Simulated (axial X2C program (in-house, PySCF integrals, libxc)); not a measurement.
Run report: CB⁻, relativistic diatomic calculation

CB⁻, single determinant with M_S = 1 and |Λ| = 1. Computed at this level: HF, spin-free X2C-1e, C dyall-av3z, B dyall-av3z (cores contracted) (axial X2C program (in-house, PySCF integrals, libxc)).

## Log
```
spin-free X2C-1e  HF
basis functions 116  fitting functions 614  grid points 4347
iter        total energy     max residual
   1        -62.363754405     6.65e-02
   2        -62.372537854     5.88e-03
   3        -62.373531352     4.51e-03
   4        -62.373961953     3.82e-03
   5        -62.374357082     3.81e-03
   6        -62.374666310     3.46e-03
   7        -62.374832281     3.53e-03
   8        -62.375359713     3.16e-03
   9        -62.375973336     2.85e-03
  10        -62.375079071     2.77e-03
  11        -62.373240242     2.51e-03
  12        -62.371874785     6.06e-03
  13        -62.372332523     4.63e-03
  14        -62.371706087     6.82e-03
  15        -62.372635077     2.59e-03
  16        -62.372623556     2.61e-03
  17        -62.372753378     4.83e-04
  18        -62.372741956     9.20e-04
  19        -62.372750267     2.47e-04
  20        -62.372750910     3.39e-05
  21        -62.372750919     1.76e-05
  22        -62.372750927     3.86e-06
  23        -62.372750926     1.38e-06
converged
one-electron -108.07620142  Coulomb 43.64628787  exact exchange -9.06000567  xc functional 0.00000000  nuclear repulsion 11.11716830
correlated 8  virtual 210  natural virtual 90  E(MP2) -0.226114098  MP2 remainder -0.006939979
iter   CCSD correlation   residual
   1     -0.225696527   1.39e-01
   2     -0.235470184   6.72e-02
   3     -0.239082816   3.52e-02
   4     -0.239985554   1.64e-02
   5     -0.240340406   8.35e-03
   6     -0.240497083   5.22e-03
   7     -0.240605943   2.80e-03
   8     -0.240630545   1.50e-03
   9     -0.240629451   7.24e-04
  10     -0.240633453   3.64e-04
  11     -0.240629510   1.56e-04
  12     -0.240632212   6.14e-05
  13     -0.240632025   2.63e-05
  14     -0.240632862   1.31e-05
  15     -0.240633214   6.06e-06
  16     -0.240633350   3.34e-06
  17     -0.240633451   1.70e-06
  18     -0.240633480   9.97e-07
  19     -0.240633495   5.39e-07
(T) -0.017028188901920857  T1 0.0656  D1 0.0913  max T2 0.091
```

## The points of the curve

| R (Å) | E (hartree) | dipole (D; origin at the first atom, positive when the second is positive) | highest filled (eV) | lowest empty (eV) |
| --- | --- | --- | --- | --- |
| 1.242 | −62.336232 | −4.30 | −1.44 | 3.41 |
| 1.300 | −62.356572 | −4.06 | −1.78 | 3.41 |
| 1.342 | −62.365786 | −3.82 | −2.03 | 3.41 |
| 1.385 | −62.370935 | −3.50 | −1.92 | 3.41 |
| 1.428 | −62.372751 | −3.08 | −1.69 | 3.40 |
| 1.478 | −62.371209 | −2.29 | −1.44 | 3.37 |
| 1.528 | −62.365524 | −1.83 | −1.40 | 3.33 |
| 1.592 | −62.354384 | −2.05 | −1.58 | 3.34 |
| 1.671 | −62.338435 | −2.59 | −1.97 | 3.36 |
| 1.785 | −62.314951 | −3.50 | −1.98 | 3.39 |

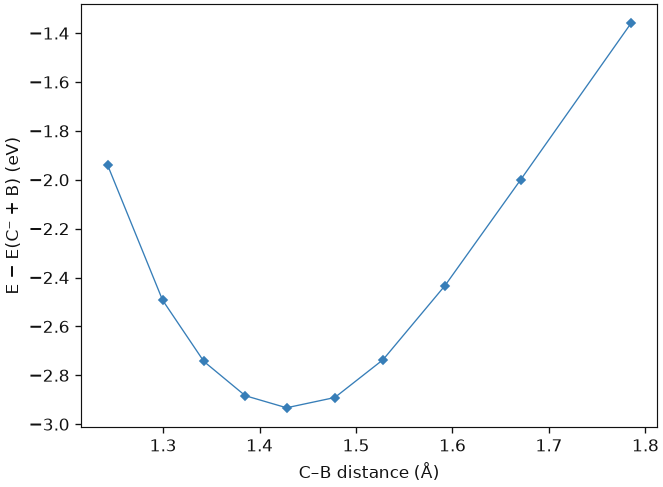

Energy at 10 bond lengths, for one set of occupations held fixed; the line joins the points. The lowest point is at 1.43 Å; the points are too few or too rough near it for spectroscopic constants. The lowest point lies 2.93 eV below C⁻ + B.

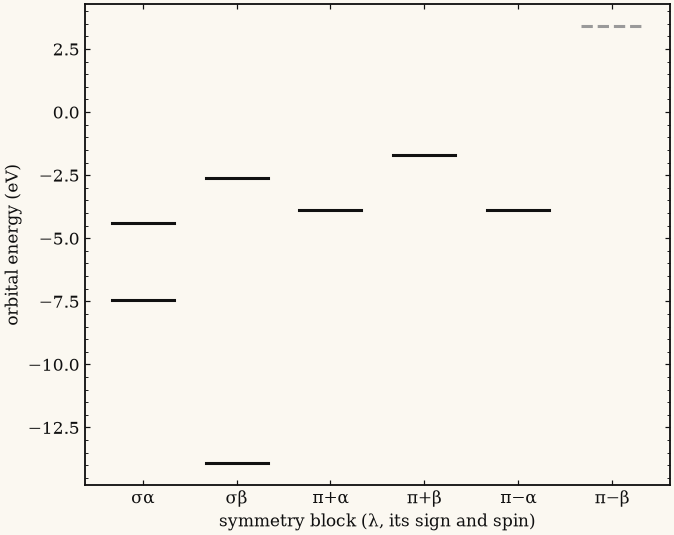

Orbital energies near the frontier at 1.43 Å, filled (solid) and empty (dashed); a label such as π−α means λ = −1 and α spin. The highest filled orbital (π+β; 46 % C p, 46 % B p) lies at −1.69 eV, the lowest empty one (π−β; 98 % B p) at 3.40 eV.

## Input file
```
{"zs": [6, 5], "q": -1, "bas": ["dyall-av3z", "dyall-av3z"], "levels": ["PBE0", "HF", "LDA"], "cc": true, "r0": 1.45, "thr": -2.0, "nmax": 90, "npts": 10, "nst": 2, "ntry": 6}
```

The line is the task of a batch: nuclear charges, charge, bases, the levels to run, a first guess of the distance and further settings. This report covers HF without spin-orbit coupling. The log is that of the reference distance 1.428 Å.

The run was one of a batch that the task file lists, launched with:
```bash
python <driver script> task.json out
```

## Summary

- outcome: converged
- largest ⟨S²⟩ along the curve: 2.21
- hardware: 1 thread of Intel Xeon (Granite Rapids), 192 GiB of memory available, shared host
- wall time: 1.2 s

## Notes

Hartree–Fock lacks correlation, so it usually binds too weakly. Caveats: curve is not smooth near the minimum.
